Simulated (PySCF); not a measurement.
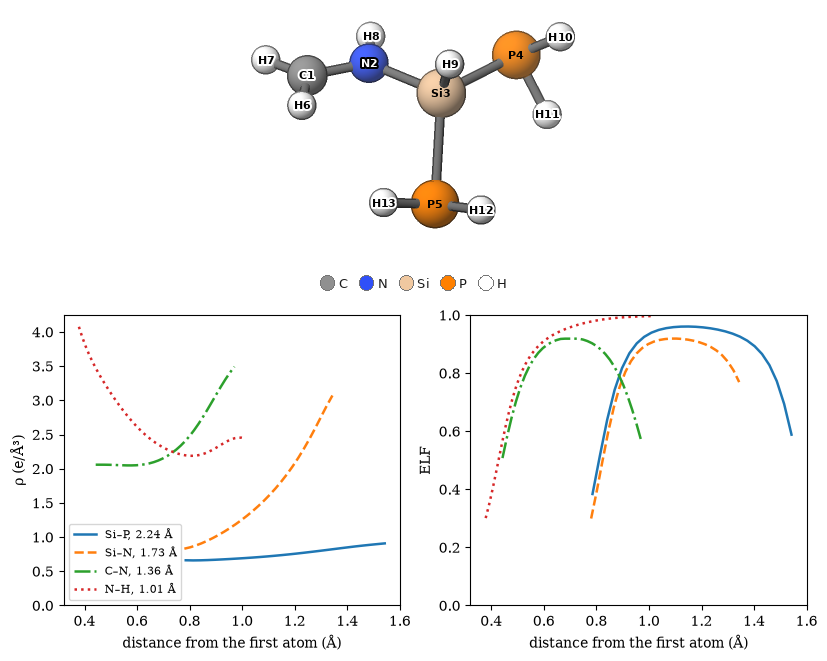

*CH8NP2Si (doublet). Total electron density and electron localisation function along straight lines between neighbouring atoms. The curves leave out the atomic cores. The structure is drawn too.*

Geometry: GFN2-xTB.

Computed with UKS B3LYP, pcH-1 on C H N P Si, non-relativistic, mean-field spin-orbit, GIAO in PySCF.

| atom | x (Å) | y (Å) | z (Å) |
| --- | --- | --- | --- |
| C | -0.9577 | -2.0677 | -0.2995 |
| N | -1.0820 | -0.7116 | -0.2834 |
| Si | -0.0006 | 0.4161 | 0.4668 |
| P | -0.8806 | 2.3919 | -0.1285 |
| P | 2.1069 | 0.0364 | -0.2934 |
| H | -0.1326 | -2.5063 | 0.2210 |
| H | -1.6087 | -2.6621 | -0.9049 |
| H | -1.8581 | -0.3596 | -0.8254 |
| H | -0.0748 | 0.2087 | 1.9302 |
| H | -0.7238 | 2.9676 | 1.1160 |
| H | 0.3088 | 2.9286 | -0.5849 |
| H | 2.7392 | 0.5937 | 0.8073 |
| H | 2.1595 | -1.2353 | 0.2467 |

What kind of bonding do the profiles show?

Answer. Si–P (2.24 Å): ρ at the midpoint is about 0.73 e/Å³; the ELF peaks at about 0.95 between the atoms; a shared electron pair.
Si–N (1.73 Å): the density is about 0.95 e/Å³ at the midpoint; the ELF peaks at about 0.90 between the atoms (a polar covalent bond).
C–N (1.36 Å): ρ at the midpoint is about 2.1 e/Å³; the ELF peaks at about 0.90 between the atoms (a covalent bond).
N–H (1.01 Å): ρ at the midpoint is about 3.1 e/Å³; the ELF climbs to about 1 towards the hydrogen, as it does in any bond to H (a covalent bond by its length).
